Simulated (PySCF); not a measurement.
## Electronic structure of C4H10OSi2 (SMILES C=C[SiH2]/C=C/O[SiH3]) in real space

```yaml
atoms:
  - { symbol: C, position_ang: [-3.4157, -0.4443, -0.0109] }
  - { symbol: C, position_ang: [-2.4476, 0.4576, -0.0350] }
  - { symbol: Si, position_ang: [-1.0993, 0.5693, -1.3446] }
  - { symbol: C, position_ang: [0.5638, 0.2533, -0.5398] }
  - { symbol: C, position_ang: [0.7179, -0.1870, 0.7022] }
  - { symbol: O, position_ang: [1.8788, -0.4302, 1.3298] }
  - { symbol: Si, position_ang: [3.4386, -0.3116, 0.8774] }
  - { symbol: H, position_ang: [-3.5012, -1.2011, -0.7741] }
  - { symbol: H, position_ang: [-4.1684, -0.4750, 0.7633] }
  - { symbol: H, position_ang: [-2.4194, 1.1952, 0.7594] }
  - { symbol: H, position_ang: [-1.3463, -0.4165, -2.4053] }
  - { symbol: H, position_ang: [-1.1027, 1.9218, -1.9244] }
  - { symbol: H, position_ang: [1.4601, 0.4355, -1.1186] }
  - { symbol: H, position_ang: [-0.1333, -0.3948, 1.3421] }
  - { symbol: H, position_ang: [3.7730, 1.0611, 0.4928] }
  - { symbol: H, position_ang: [3.7271, -1.2062, -0.2453] }
  - { symbol: H, position_ang: [4.0676, -0.7260, 2.1209] }
```

Geometry: GFN2-xTB.

Method: KT3/pcSseg-1, SCF density, gas phase, non-relativistic (PySCF).

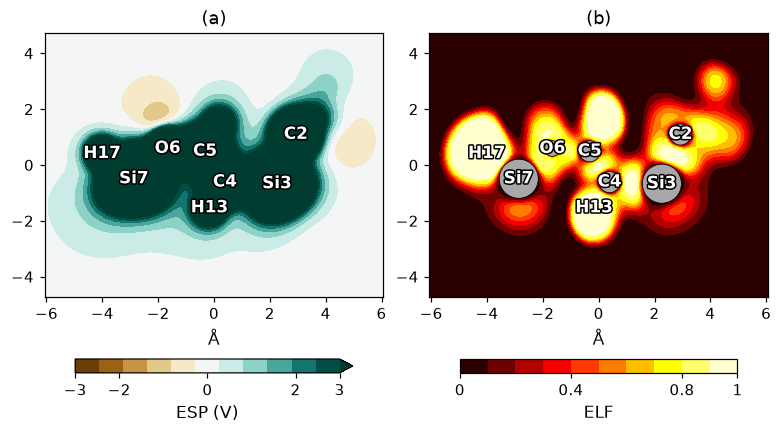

Figure 1. (a) molecular electrostatic potential; (b) ELF on the plane of atoms C2, Si3 and C4. Grey discs cover the atomic cores in the ELF map.

> Read the bonding off the picture.

- Atoms in the plane: C, Si, O and H.
- C–C (1.33 Å): the ELF peaks at about 0.95 between the atoms; a multiple bond.
- C–O (1.34 Å): the ELF peaks at about 0.85 between the atoms (a polar covalent bond).
- Si–O (1.63 Å): the ELF peaks at about 0.85 between the atoms (a polar covalent bond).
- C–Si (1.87 Å): the ELF peaks at about 0.95 between the atoms, as expected for a covalent bond.
- C–H (1.08 Å): the ELF climbs to about 1 towards the hydrogen, as it does in any bond to H; a covalent bond by its length.
- The ELF also peaks beside O6, away from the bonds: lone-pair regions.
- Outside the dense part of the molecule the potential is most negative (−1.2 V) near O6.

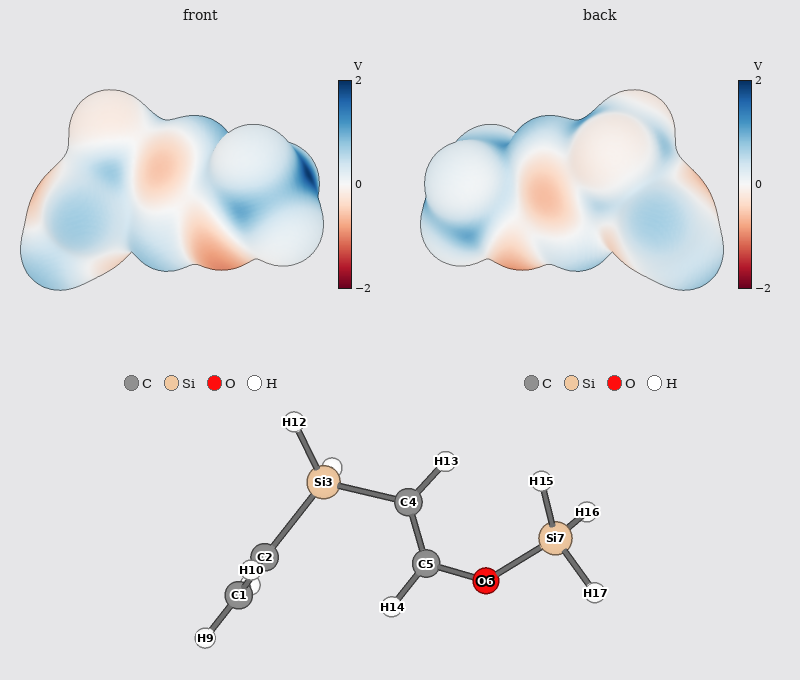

Figure 2. The molecular electrostatic potential painted on the density surface at 0.002 e/bohr³, seen from the front and from behind; the colour scale runs from red (negative) to blue (positive). The bare structure is drawn below in the same view.

> Which sites attract a positive test charge, and which a negative one?

A positive charge is drawn to the negative regions and a negative charge to the positive ones. The most negative region (about −0.9 V) lies over O6, the most positive (about +1.7 V) over Si7.

> How polar is the molecule by this calculation?

Its dipole moment is 0.52 D.
